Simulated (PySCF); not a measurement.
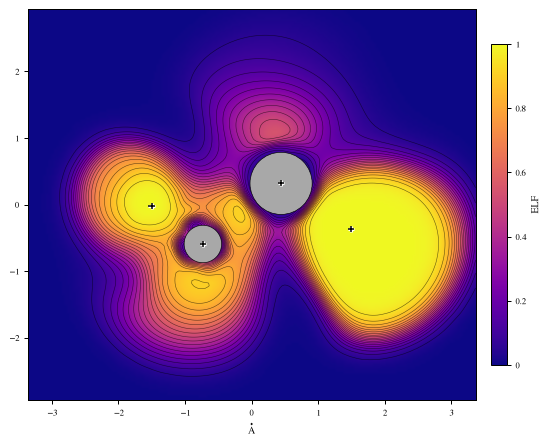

The electron localisation function on a plane through atoms (crosses mark nuclei in the plane; grey discs cover the cores).

Theory: PySCF, CAM-B3LYP/def2-SVPD, SCF density, gas phase.

Candidates:
A. C$_{5}$H$_{6}$B (SMILES [bH-]1ccccc1) (charge −1)
B. C$_{2}$H$_{5}$OPSi (SMILES O=C=PC[SiH3])
C. BH$_{4}$O (SMILES [BH3-]O) (charge −1)

Which candidate gave the map?

Candidate C: BH$_{4}$O on the plane of atoms O2, B1 and H5, which holds B, O and H. B–O (1.49 Å): the ELF peaks at about 0.90 between the atoms: a polar covalent bond. O–H (0.96 Å): the ELF climbs to about 1 towards the hydrogen, as it does in any bond to H (an ordinary covalent bond to hydrogen).
